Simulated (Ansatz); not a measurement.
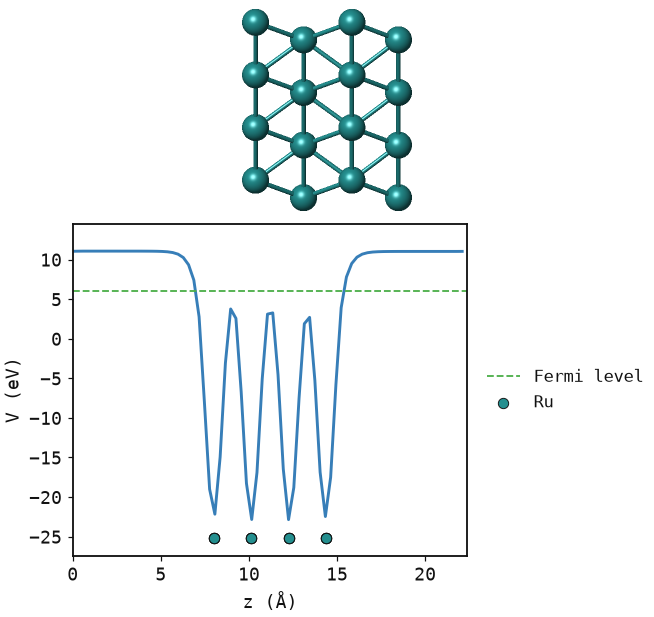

Plane-averaged electrostatic potential energy of an electron across the slab; circles at the bottom mark the heights of the atoms (positions after relaxation). The structure is drawn too.

The material is a (001) slab cut from Ru (P6_3/mmc), 16 atoms in the cell; a = 5.40 Å, b = 5.40 Å, c = 22.40 Å, α = 90.00°, β = 90.00°, γ = 120.00°.

Ansatz; DFT PBE+D3(BJ), scalar-relativistic, plane waves, PAW, no spin polarisation, 4×4×1 k mesh, Gaussian smearing of 0.1 eV.

Q: Read off the work function of each face.

A: The work function is 4.97 eV, the same on both faces. The two vacuum levels agree, so the slab has no net dipole along its normal.

Q: How thick are slab and vacuum?

A: The outermost atoms are 6.3 Å apart, which leaves 16.1 Å of vacuum in a cell 22.4 Å high.
